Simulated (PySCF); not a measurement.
Property calculation, with input and output: GeHSF$_{3}$ (part 1 of 2)

- system: GeHSF$_{3}$, SMILES [F][Ge]([F])([F])[SH]
- method: r2SCAN/ANO-RCC-VTZP, RKS, sfX2C (PySCF 2.14.0)

The geometry comes from this level: PBE0-D4/def2-TZVP.

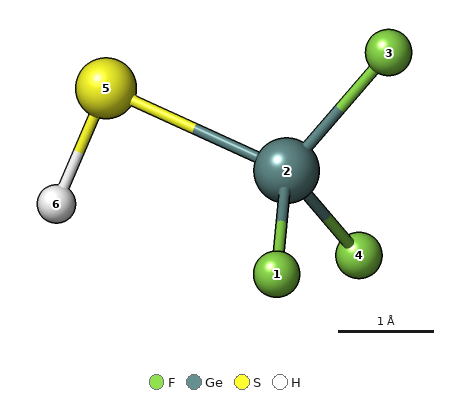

*The input geometry (ball-and-stick view, seen at a tilt; atoms are numbered from 1 in the order of the input). Sticks mark near contacts.*

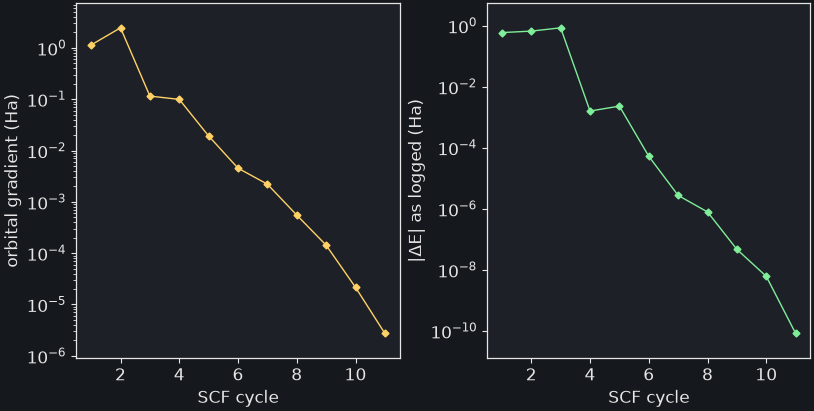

*Convergence of the self-consistent field: orbital gradient and size of the energy change against the SCF cycle.*

The residual comes down, with one marked jump up, by a factor of about 2, at step 2.

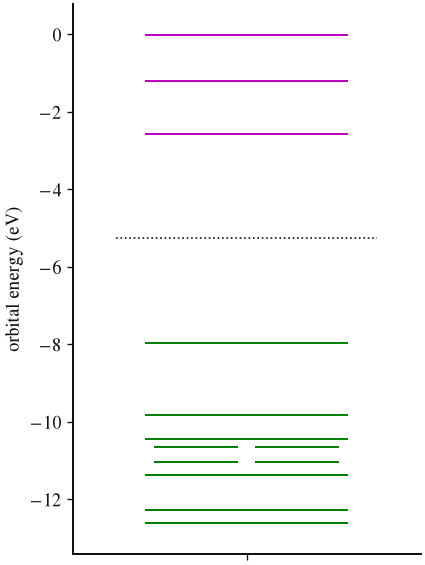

*Orbital energies near the frontier; the dotted line parts filled from empty levels, and levels within 0.02 eV of each other stand side by side.*

Highest filled −7.95 eV, lowest empty −2.57 eV, 5.38 eV apart.

The input and output of the run follow.

Input (input.py):
```python
import numpy
from pyscf import gto, scf, dft, lo

mol = gto.Mole()
mol.atom = '''
F   -0.787500  -1.054000   1.261100
Ge   0.246500  -0.390900   0.074400
F    1.843600  -0.808000   0.501500
F   -0.134000  -1.247800  -1.353100
S    0.092600   1.760800  -0.120000
H   -1.219100   1.675900  -0.410300
'''
mol.verbose = 4
mol.basis = 'ano-rcc-vtzp'
mol.max_memory = 1860
mol.build()

mf = dft.RKS(mol)
mf.xc = 'r2scan'
mf = mf.x2c()
mf.conv_tol = 1e-10
mf.grids.level = 4
mf.kernel()
if not mf.converged:
    mf = mf.newton().run(mf.mo_coeff, mf.mo_occ)

energy = mf.e_tot
print('Final energy', energy)
mf.analyze()
quad = mf.quad_moment()
occ = mf.mo_coeff[:, mf.mo_occ > 0]
iaos = lo.vec_lowdin(lo.iao.iao(mol, occ), mf.get_ovlp())
c = iaos.T @ mf.get_ovlp() @ occ
pop_iao, q_iao = scf.hf.mulliken_pop(lo.iao.reference_mol(mol), (c * mf.mo_occ[mf.mo_occ > 0]) @ c.T, numpy.eye(c.shape[0]), verbose=0)
print('IAO charges', numpy.round(q_iao, 4))
```

Launch command:
```bash
OMP_NUM_THREADS=1 python input.py
```

What the program printed:
```
PySCF version 2.14.0

[INPUT] num. atoms = 6
[INPUT] num. electrons = 76
[INPUT] charge = 0
[INPUT] spin (= nelec alpha-beta = 2S) = 0
[INPUT] symmetry False subgroup None
[INPUT] Mole.unit = angstrom
[INPUT] Symbol           X                Y                Z      unit          X                Y                Z       unit  Magmom
[INPUT]  1 F     -0.787500000000  -1.054000000000   1.261100000000 AA   -1.488159323095  -1.991771335292   2.383133615689 Bohr   0.0
[INPUT]  2 Ge     0.246500000000  -0.390900000000   0.074400000000 AA    0.465817489705  -0.738693942092   0.140595623668 Bohr   0.0
[INPUT]  3 F      1.843600000000  -0.808000000000   0.501500000000 AA    3.483899083248  -1.526898708649   0.947697651469 Bohr   0.0
[INPUT]  4 F     -0.134000000000  -1.247800000000  -1.353100000000 AA   -0.253223300692  -2.358000258232  -2.556988419149 Bohr   0.0
[INPUT]  5 S      0.092600000000   1.760800000000  -0.120000000000 AA    0.174988639135   3.327429760134  -0.226767134948 Bohr   0.0
[INPUT]  6 H     -1.219100000000   1.675900000000  -0.410300000000 AA   -2.303765118457   3.166992012159  -0.775354628909 Bohr   0.0

nuclear repulsion = 527.784818473581
number of shells = 23
number of NR pGTOs = 548
number of NR cGTOs = 181
basis = ano-rcc-vtzp
ecp = {}

******** <class 'pyscf.x2c.sfx2c1e.sfX2C1eRKS'> ********
method = sfX2C1eRKS
initial guess = minao
damping factor = 0
level_shift factor = 0
DIIS = <class 'pyscf.scf.diis.CDIIS'>
diis_start_cycle = 1
diis_space = 8
diis_damp = 0
SCF conv_tol = 1e-10
SCF conv_tol_grad = None
SCF max_cycles = 50
direct_scf = True
direct_scf_tol = 1e-13
XC library pyscf.dft.libxc version 7.0.0
    S. Lehtola, C. Steigemann, M. J.T. Oliveira, and M. A.L. Marques.,  SoftwareX 7, 1–5 (2018)
XC functionals = r2scan
    J. W. Furness, A. D. Kaplan, J. Ning, J. P. Perdew, and J. Sun.,  J. Phys. Chem. Lett. 11, 8208-8215 (2020)
    J. W. Furness, A. D. Kaplan, J. Ning, J. P. Perdew, and J. Sun.,  J. Phys. Chem. Lett. 11, 9248-9248 (2020)
    J. W. Furness, A. D. Kaplan, J. Ning, J. P. Perdew, and J. Sun.,  J. Phys. Chem. Lett. 11, 8208-8215 (2020)
    J. W. Furness, A. D. Kaplan, J. Ning, J. P. Perdew, and J. Sun.,  J. Phys. Chem. Lett. 11, 9248-9248 (2020)
radial grids:
    Treutler-Ahlrichs [JCP 102, 346 (1995); DOI:10.1063/1.469408] (M4) radial grids

becke partition: Becke, JCP 88, 2547 (1988); DOI:10.1063/1.454033
pruning grids: <function nwchem_prune>
grids dens level: 4
symmetrized grids: False
atomic radii adjust function: <function treutler_atomic_radii_adjust>
small_rho_cutoff = 0

******** <class 'pyscf.x2c.sfx2c1e.SpinFreeX2CHelper'> ********
approx = 1e
xuncontract = 1
Set gradient conv threshold to 1e-05
Initial guess from minao.
tot grids = 161096
init E= -2799.0359341691
  HOMO = -0.302900034656539  LUMO = -0.103462927477262  gap/eV = 5.42696
cycle= 1 E= -2798.44434498538  delta_E= 0.592  |g|= 1.14  |ddm|= 3.08
  HOMO = -0.248311892773478  LUMO = -0.0822571983773788  gap/eV = 4.51858
cycle= 2 E= -2797.78313793934  delta_E= 0.661  |g|= 2.46  |ddm|= 2.27
  HOMO = -0.272477993202104  LUMO = -0.091065258030679  gap/eV = 4.93649
cycle= 3 E= -2798.63141352106  delta_E= -0.848  |g|= 0.115  |ddm|= 1.67
  HOMO = -0.303922581831077  LUMO = -0.0959052608576076  gap/eV = 5.66044
cycle= 4 E= -2798.63300594789  delta_E= -0.00159  |g|= 0.0992  |ddm|= 0.31
  HOMO = -0.29441878971048  LUMO = -0.0955962838107665  gap/eV = 5.41024
cycle= 5 E= -2798.63530124654  delta_E= -0.0023  |g|= 0.0192  |ddm|= 0.122
  HOMO = -0.292402383608833  LUMO = -0.0940831595791103  gap/eV = 5.39654
cycle= 6 E= -2798.63535354002  delta_E= -5.23e-05  |g|= 0.00453  |ddm|= 0.0156
  HOMO = -0.292311108330161  LUMO = -0.0942519752275555  gap/eV = 5.38946
cycle= 7 E= -2798.63535626561  delta_E= -2.73e-06  |g|= 0.00221  |ddm|= 0.00485
  HOMO = -0.292298439952197  LUMO = -0.0942812270201676  gap/eV = 5.38832
cycle= 8 E= -2798.63535704985  delta_E= -7.84e-07  |g|= 0.000552  |ddm|= 0.0019
  HOMO = -0.292295305019897  LUMO = -0.0942708647071235  gap/eV = 5.38852
cycle= 9 E= -2798.63535709647  delta_E= -4.66e-08  |g|= 0.000143  |ddm|= 0.00055
  HOMO = -0.292301853593656  LUMO = -0.0942683604610455  gap/eV = 5.38877
cycle= 10 E= -2798.63535710256  delta_E= -6.09e-09  |g|= 2.16e-05  |ddm|= 0.000186
  HOMO = -0.292304137353473  LUMO = -0.0942697237383534  gap/eV = 5.38879
cycle= 11 E= -2798.63535710264  delta_E= -8.19e-11  |g|= 2.73e-06  |ddm|= 1.99e-05
  HOMO = -0.292303463300668  LUMO = -0.0942692538075809  gap/eV = 5.38879
Extra cycle  E= -2798.63535710264  delta_E= 7.28e-12  |g|= 3.92e-06  |ddm|= 4.87e-06
converged SCF energy = -2798.63535710264
Final energy -2798.6353571026366
**** SCF Summaries ****
Total Energy =                       -2798.635357102636590
Nuclear Repulsion Energy =             527.784818473581140
One-electron Energy =                -4944.823752068162321
Two-electron Energy =                 1618.403576491944477
Two-electron Coulomb Energy =         1756.275260264500048
DFT Exchange-Correlation Energy =     -137.871683772555684
HOMO-LUMO gap [eV] =                     5.388785319681930
**** MO energy ****
MO #1   energy= -403.604260331954  occ= 2
MO #2   energy= -88.8895731425533  occ= 2
MO #3   energy= -50.8944592122183  occ= 2
MO #4   energy= -44.4172762270486  occ= 2
MO #5   energy= -44.4170921246049  occ= 2
MO #6   energy= -44.4170024730717  occ= 2
MO #7   energy= -24.5320783794372  occ= 2
MO #8   energy= -24.5294186722101  occ= 2
MO #9   energy= -24.5292339028251  occ= 2
MO #10  energy= -7.96127791351709  occ= 2
MO #11  energy= -6.45805821440667  occ= 2
MO #12  energy= -5.86065596058627  occ= 2
MO #13  energy= -5.85839781499125  occ= 2
MO #14  energy= -5.85218250706948  occ= 2
MO #15  energy= -4.45297633102031  occ= 2
MO #16  energy= -4.45246075544395  occ= 2
MO #17  energy= -4.45187339853802  occ= 2
MO #18  energy= -1.22690522521551  occ= 2
MO #19  energy= -1.22620205246399  occ= 2
MO #20  energy= -1.20538272346011  occ= 2
MO #21  energy= -1.19004825092398  occ= 2
MO #22  energy= -1.19002717222823  occ= 2
MO #23  energy= -1.1609965077609   occ= 2
MO #24  energy= -1.11783059315275  occ= 2
MO #25  energy= -1.11509830276972  occ= 2
MO #26  energy= -0.756096031470816 occ= 2
MO #27  energy= -0.567223638962265 occ= 2
MO #28  energy= -0.471216549532651 occ= 2
MO #29  energy= -0.463563210009774 occ= 2
MO #30  energy= -0.451262776025235 occ= 2
MO #31  energy= -0.417539651322292 occ= 2
MO #32  energy= -0.405560679217365 occ= 2
MO #33  energy= -0.40551197770821  occ= 2
MO #34  energy= -0.391592678855442 occ= 2
MO #35  energy= -0.391392038990807 occ= 2
MO #36  energy= -0.383673691356599 occ= 2
MO #37  energy= -0.360583231667832 occ= 2
MO #38  energy= -0.292303463300668 occ= 2
MO #39  energy= -0.0942692538075809 occ= 0
MO #40  energy= -0.0440128410058378 occ= 0
MO #41  energy= -0.000834074131632612 occ= 0
MO #42  energy= 0.0145490460756346 occ= 0
MO #43  energy= 0.0387996816321809 occ= 0
MO #44  energy= 0.0566908936074135 occ= 0
MO #45  energy= 0.105520801044833  occ= 0
MO #46  energy= 0.125922324251111  occ= 0
MO #47  energy= 0.140498213880306  occ= 0
MO #48  energy= 0.14158691283497   occ= 0
MO #49  energy= 0.183883788087427  occ= 0
MO #50  energy= 0.199016206453869  occ= 0
MO #51  energy= 0.210232611925635  occ= 0
MO #52  energy= 0.218747179196049  occ= 0
MO #53  energy= 0.255007829218168  occ= 0
MO #54  energy= 0.264924927795818  occ= 0
MO #55  energy= 0.278888800999299  occ= 0
MO #56  energy= 0.309292032480269  occ= 0
MO #57  energy= 0.321491581492025  occ= 0
MO #58  energy= 0.36022772128568   occ= 0
MO #59  energy= 0.390280127388625  occ= 0
MO #60  energy= 0.412200948699713  occ= 0
MO #61  energy= 0.422611639165946  occ= 0
MO #62  energy= 0.427507559882186  occ= 0
MO #63  energy= 0.473009468815897  occ= 0
MO #64  energy= 0.502143536942948  occ= 0
MO #65  energy= 0.503440855700969  occ= 0
MO #66  energy= 0.596409690939261  occ= 0
MO #67  energy= 0.611189410714986  occ= 0
MO #68  energy= 0.616484918655747  occ= 0
MO #69  energy= 0.624134473857862  occ= 0
MO #70  energy= 0.642433746173396  occ= 0
MO #71  energy= 0.717835692183432  occ= 0
MO #72  energy= 0.73264011907473   occ= 0
MO #73  energy= 0.808921478422952  occ= 0
MO #74  energy= 0.903837296009184  occ= 0
MO #75  energy= 1.00308818043535   occ= 0
MO #76  energy= 1.05782338858249   occ= 0
MO #77  energy= 1.06335634544462   occ= 0
MO #78  energy= 1.08037559729404   occ= 0
MO #79  energy= 1.08581100050672   occ= 0
MO #80  energy= 1.09850567519074   occ= 0
MO #81  energy= 1.11558958057507   occ= 0
MO #82  energy= 1.18937086408484   occ= 0
MO #83  energy= 1.22543501810183   occ= 0
MO #84  energy= 1.2370919349814    occ= 0
MO #85  energy= 1.30434994346696   occ= 0
MO #86  energy= 1.31757118807173   occ= 0
MO #87  energy= 1.32606793051707   occ= 0
MO #88  energy= 1.34105616023446   occ= 0
MO #89  energy= 1.34525894679714   occ= 0
MO #90  energy= 1.3724513710879    occ= 0
MO #91  energy= 1.39992425606698   occ= 0
MO #92  energy= 1.42322093285298   occ= 0
MO #93  energy= 1.47115162875157   occ= 0
MO #94  energy= 1.47970862903047   occ= 0
MO #95  energy= 1.49126336730273   occ= 0
MO #96  energy= 1.55367174100211   occ= 0
MO #97  energy= 1.56121346473888   occ= 0
MO #98  energy= 1.70979755224212   occ= 0
MO #99  energy= 1.71761718129996   occ= 0
MO #100 energy= 1.80301195737719   occ= 0
MO #101 energy= 1.82088379004377   occ= 0
MO #102 energy= 1.85376320454215   occ= 0
MO #103 energy= 1.8574416968066    occ= 0
MO #104 energy= 1.90390548978896   occ= 0
MO #105 energy= 1.90762477345183   occ= 0
```
